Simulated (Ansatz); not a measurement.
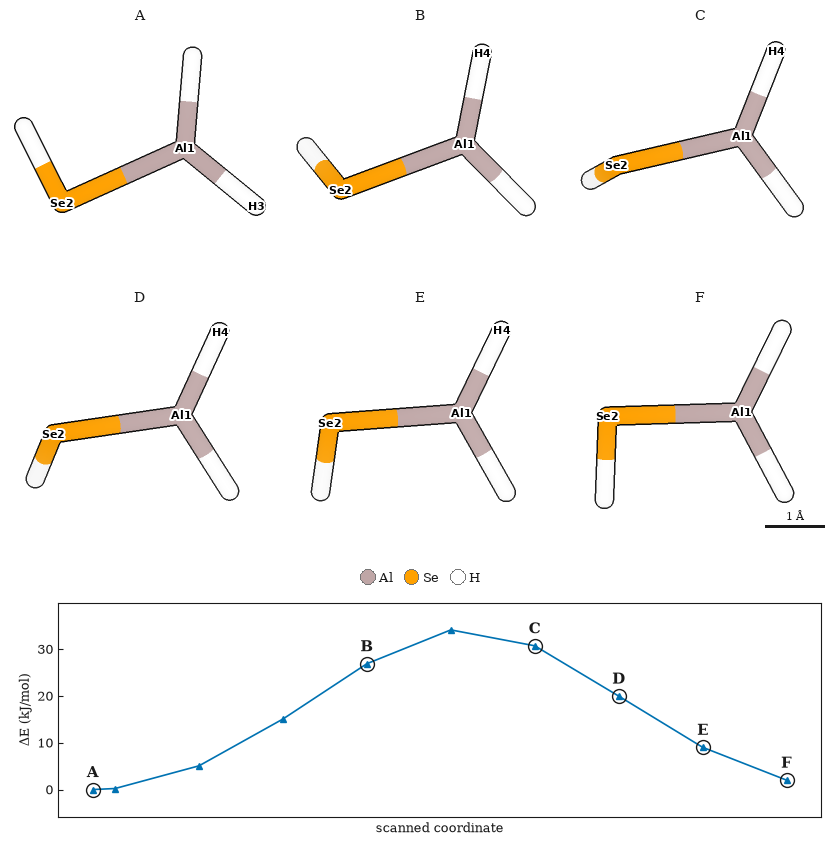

Frames of a one-coordinate scan of AlH$_{3}$Se. Style: stick. Shown face on.

Level of theory: PBE-D4 (def2-TZVPP, Ansatz), on geometries relaxed under the constraint at PBE0-D4/def2-TZVP. Energies are counted from the PBE0-D4/def2-TZVP minimum geometry at the same level.

**Which coordinate changes from frame to frame?**

One H–Al–Se–H dihedral angle is varied, with all other coordinates relaxed. In the frames the dihedral is −180.1° (A), −114.8° (B), −74.8° (C), −54.8° (D), −34.8° (E), −14.8° (F). Of the computed points the lowest is at the dihedral −180.1°, 0.0 kJ/mol. A local maximum lies at −94.8° (34.1 kJ/mol). The highest point, at −94.8°, lies 34.1 kJ/mol above the lowest and gives the barrier to rotation to within the spacing of the points.
